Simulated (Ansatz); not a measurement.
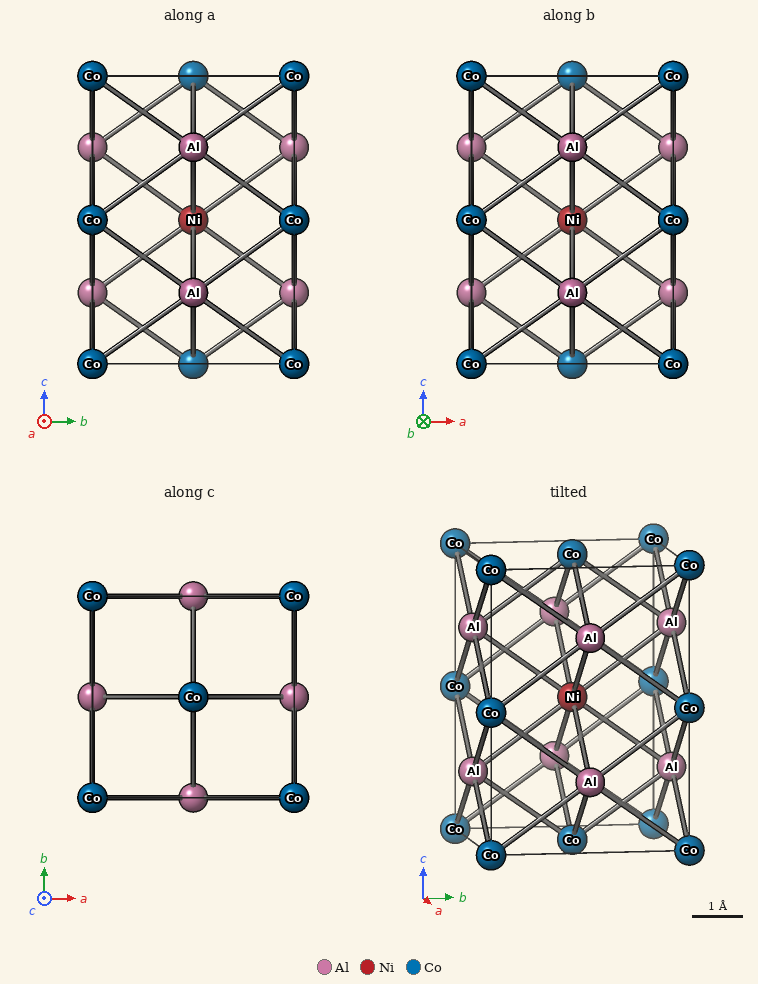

The crystal in a ball-and-stick representation, seen along the a axis, along the b axis, along the c axis and slightly off an axis. The conventional unit cell is drawn as a box.

Lattice parameters: a = 4.040 Å, b = 4.040 Å, c = 5.769 Å, α = 90.00°, β = 90.00°, γ = 90.00°.

Reconstruct the structure as a table of Wyckoff sites, with free fractional coordinates to two decimals.

Space group P4/mmm (No. 123).
```tsv
atom	site	x	y	z
Al	4i	0.00	0.50	0.75
Ni	1d	0.50	0.50	0.50
Co	1a	0.00	0.00	0.00
Co	1b	0.00	0.00	0.50
Co	1c	0.50	0.50	0.00
```

Starting structure: a structure type filled with these elements by a generator (whether the compound takes this form wasn't checked). Earlier steps of the study, as a rule a relaxation of our own, may have changed the cell and positions, so they can lie some per cent off the listed ones. It went into a calculation with Ansatz.
